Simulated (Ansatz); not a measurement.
# B2PLYP/cc-pVDZ run of C2H3F3 (1,1,1-trifluoroethane)

What is the electronic atomisation energy of C2H3F3 (1,1,1-trifluoroethane) at B2PLYP/cc-pVDZ? 

The results are computed with Ansatz 0.2.0.

53 further runs of the same task are left out: 1 that didn't finish, 52 set aside as unsound or not needed.

## Step 1: The molecule

C2H3F3: 8 atoms, total charge 0, spin state singlet. As SMILES, `CC(F)(F)F`. Geometry: relaxed at PBE0-D4/def2-TZVP.

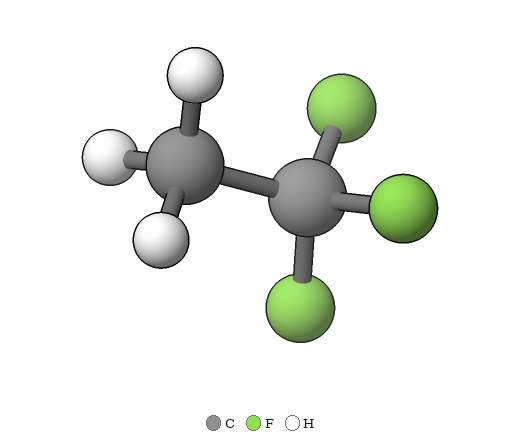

The structure, seen from a chosen angle (carbon grey, fluorine green, hydrogen white).

## Step 2: A single-point energy at B2PLYP/cc-pVDZ

Contents of molecule.yaml:

```yaml
basis:
  gaussian:
    orbitals: cc-pVDZ
crystal:
  periodic: [false, false, false]
  atoms:
    - symbol: C
      position_ang: [-0.615400, -0.141500, 0.471500]
    - symbol: C
      position_ang: [0.557600, 0.109900, -0.423700]
    - symbol: F
      position_ang: [1.692800, -0.382000, 0.093900]
    - symbol: F
      position_ang: [0.395200, -0.458200, -1.627700]
    - symbol: F
      position_ang: [0.754200, 1.420300, -0.629900]
    - symbol: H
      position_ang: [-0.441600, 0.335800, 1.434900]
    - symbol: H
      position_ang: [-0.738000, -1.214600, 0.611200]
    - symbol: H
      position_ang: [-1.512600, 0.273100, 0.014000]
hamiltonian:
  xc: {name: B2PLYP}
correlation:
  frozen_orbitals: {C: 1, F: 1, H: 0}
accuracy: high
output: {orbitals: {seedname: orbitals}}
```

On the command line:

```bash
$ ansatz run molecule.yaml --threads 1 --pin off --max-ram 3480MiB --events-out events.jsonl --progress --plain --runs-dir runs
```

Output:

```text
Warning: RAYON_NUM_THREADS=1 ignored (pool sized by the plan → 1); use --threads N
Functional definition: B2PLYP
  name "B2PLYP"
  parameter a = 0.53
  parameter c = 0.27
  exchange = (1 - a)*b88_x + a*exact_x
  correlation = (1 - c)*lyp_c + c*(mp2_os + mp2_ss)
1960 factors; integrals over basis functions are off by at most 3.2e-9 eV
mean field evaluation 1: about -10255.0116 eV, gradient 4.4e1 eV
mean field evaluation 2: about -10255.4222 eV, gradient 4.5e1 eV
mean field evaluation 4: about -10258.9062 eV, gradient 3.7e0 eV
mean field evaluation 8: about -10258.9462 eV, gradient 8.6e-2 eV
mean field evaluation 16: about -10258.9462 eV, gradient 1.2e-5 eV
mean field -10258.94624581 eV, -377.0093207699 hartree, gradient 3.6e-8 eV, S^2 0.000000; 0 other end points of the search recorded, 0 dependent functions left out
5 core orbitals not correlated: weight in the atoms' cores, before any rotation towards them, 1.000 or more for the frozen orbitals, at most 0.000 for the correlated occupied ones
reference -10258.94626441 eV, -377.0093214536 hartree; 16, 16 occupied and 64, 64 virtual orbitals, 1960 factors
second order -27.02673826 eV of doubles, -0.00000000 eV of singles
Total energy: -10266.24348374 eV, -377.2774893178 hartree
```

Run time: 11 s. Hardware: 1 thread of Arm Neoverse V1, shared host; peak memory 0.27 GiB.

## Step 3: The C atom at the same level

Contents of input.yaml:

```yaml
crystal:
  periodic: [false, false, false]
  atoms:
    - {symbol: C, position_ang: [0.000000, 0.000000, 0.000000]}
basis:
  gaussian: {orbitals: cc-pVDZ}
accuracy: high
correlation: {frozen_orbitals: {C: 1}}
magnetization: {spin_polarized: true, initial_magnetization: 2}
hamiltonian: {xc: {name: B2PLYP}}
```

Run the same way, it converges to -37.81596 Eh (log not shown).

## Step 4: The F atom at the same level

Contents of molecule.yaml:

```yaml
crystal:
  periodic: [false, false, false]
  atoms:
    - {symbol: F, position_ang: [0.000000, 0.000000, 0.000000]}
basis:
  gaussian: {orbitals: cc-pVDZ}
total_charge: 0
magnetization: {spin_polarized: true, initial_magnetization: 1}
hamiltonian: {xc: {name: B2PLYP}}
correlation: {frozen_orbitals: {F: 1}}
accuracy: high
```

Run the same way, it converges to -99.66092 Eh (log not shown).

## Step 5: The H atom

Contents of run.yaml:

```yaml
crystal:
  periodic: [false, false, false]
  atoms:
    - {symbol: H, position_ang: [0.000000, 0.000000, 0.000000]}
basis:
  gaussian: {orbitals: cc-pVDZ}
magnetization: {spin_polarized: true, initial_magnetization: 1}
hamiltonian: {xc: {name: B2PLYP}}
correlation: {frozen_orbitals: {H: 0}}
accuracy: high
```

Run the same way, it converges to -0.49793 Eh (log not shown).

## Step 6: Results

Level: B2PLYP/cc-pVDZ, 5 core orbitals frozen.

| quantity | value |
| --- | --- |
| molecule: total energy | -377.27749 Eh |
| molecule: HOMO energy (SCF part's orbitals) | -12.40 eV |
| molecule: LUMO energy (SCF part's orbitals) | 3.14 eV |
| molecule: HOMO–LUMO gap (SCF part's orbitals) | 15.54 eV |
| C atom: total energy | -37.81596 Eh |
| C atom: ⟨S²⟩ | 2.004 |
| F atom: total energy | -99.66092 Eh |
| F atom: ⟨S²⟩ | 0.751 |
| H atom: total energy | -0.49793 Eh |
| H atom: ⟨S²⟩ | 0.750 |
| electronic atomisation energy | 31.811 eV |

Taking the molecule apart into free atoms costs 31.81 eV (3069 kJ/mol), before zero-point energy and without spin-orbit coupling.
